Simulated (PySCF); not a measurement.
C$_{2}$H$_{12}$BN$_{2}$Si$_{2}$ (SMILES [CH2]N[SiH2]N([SiH3])BC) (doublet)

| atom | x (Å) | y (Å) | z (Å) |
| --- | --- | --- | --- |
| C | -2.5730 | -1.7421 | -0.1273 |
| N | -2.4378 | -0.5218 | 0.4726 |
| Si | -1.4451 | 0.7939 | -0.0402 |
| N | 0.2939 | 0.5585 | 0.1076 |
| Si | 1.3187 | 1.8671 | -0.4636 |
| B | 0.8414 | -0.6287 | 0.6475 |
| C | 2.4050 | -0.8439 | 0.7679 |
| H | -2.0637 | -1.9159 | -1.0500 |
| H | -3.1380 | -2.5142 | 0.3517 |
| H | -2.8808 | -0.4708 | 1.3762 |
| H | -1.7095 | 0.9918 | -1.4680 |
| H | -1.8500 | 1.8768 | 0.8560 |
| H | 0.4313 | 2.9835 | -0.7967 |
| H | 2.0447 | 1.4241 | -1.6571 |
| H | 2.2334 | 2.2630 | 0.6086 |
| H | 0.1009 | -1.4611 | 1.0241 |
| H | 2.9217 | -0.6205 | -0.1640 |
| H | 2.6719 | -1.8572 | 1.0604 |
| H | 2.8252 | -0.1733 | 1.5172 |

Geometry: GFN2-xTB.

All numbers below come from PySCF 2.14.0, density-fitted response routines, UKS B3LYP, pcH-1 on B C H N Si, non-relativistic, mean-field spin-orbit, GIAO.

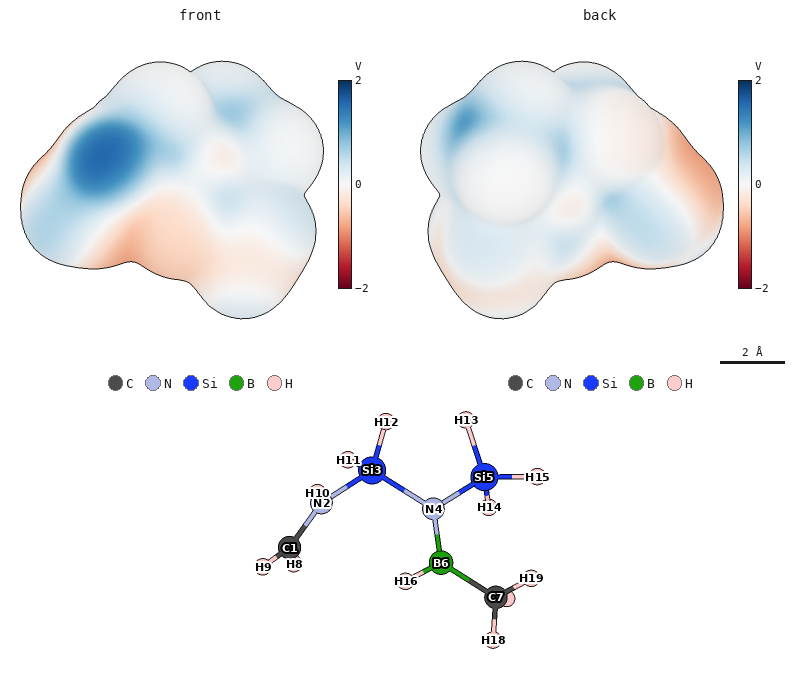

Figure 1. The electrostatic potential painted on the density surface at 0.001 e/bohr³, seen from the front and from behind; the colour scale runs from red (negative) to blue (positive). The bare structure is drawn below in the same view.

Q: Where is the surface potential most negative and most positive?

A: The most negative region (about −0.8 V, or −18 kcal/mol for a unit charge) lies over C1, N2 and H16, the most positive (about +1.5 V, or +35 kcal/mol for a unit charge) over H10.

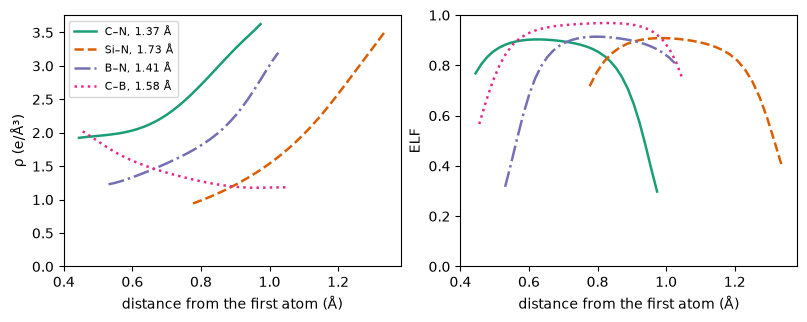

Figure 2. Electron density and ELF along straight lines between neighbouring atoms. The curves leave out the atomic cores.

Q: What kind of bonding do the profiles show?

A: C–N (1.37 Å): ρ at the midpoint is about 2.2 e/Å³; the ELF peaks at about 0.90 between the atoms; a covalent bond.
Si–N (1.73 Å): ρ is about 1.1 e/Å³ halfway; the ELF peaks at about 0.90 between the atoms: a polar covalent bond.
B–N (1.41 Å): ρ is about 1.6 e/Å³ halfway; the ELF peaks at about 0.90 between the atoms: a polar covalent bond.
C–B (1.58 Å): the density is about 1.3 e/Å³ at the midpoint; the ELF peaks at about 0.95 between the atoms: a covalent bond.
